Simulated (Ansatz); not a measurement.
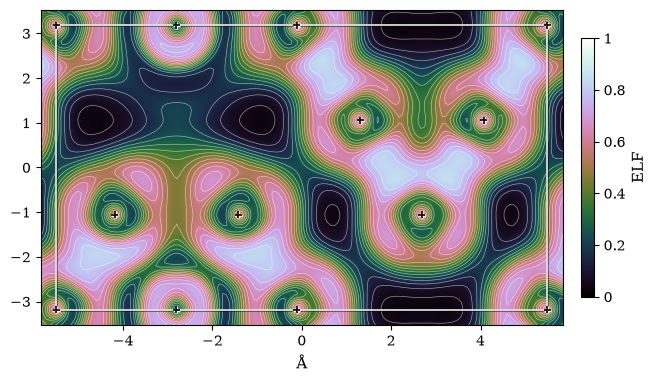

The ELF on a plane through atoms (crosses mark nuclei in the plane).

Computed with DFT PBE, scalar-relativistic, plane waves, PAW in Ansatz 0.2.0.

Candidates:
A. Si$_{7}$Mo, a = 3.67 Å, b = 3.67 Å, c = 10.99 Å, α = 90.00°, β = 90.00°, γ = 120.00°. Space group P-6m2; a generated structure, not necessarily the stable one; computed without spin polarisation.
B. LaAl$_{3}$N$_{2}$, a = 3.14 Å, b = 3.14 Å, c = 10.57 Å, α = 90.00°, β = 90.00°, γ = 120.00°. Space group P3m1; a generated structure, not necessarily the stable one.
C. Ca$_{2}$Sn$_{2}$N, a = 3.47 Å, b = 3.47 Å, c = 21.50 Å, α = 90.00°, β = 90.00°, γ = 120.00°. Space group P6₃/mmc; a generated structure, not necessarily the stable one; changed on purpose from its base cell (volume × 0.94, shape and atoms relaxed); computed pressure about 3 GPa in this cell.

**Which candidate gave the map?**

Candidate A: Si$_{7}$Mo on the (110) plane of the conventional cell, which holds Si and Mo. Si–Si (2.49 Å): the ELF peaks at about 0.85 between the atoms. Si–Mo (2.53 Å): the ELF peaks at about 0.75 in the valence shell of Si, 0.9 Å from its nucleus, and is about 0.45 at the midpoint.
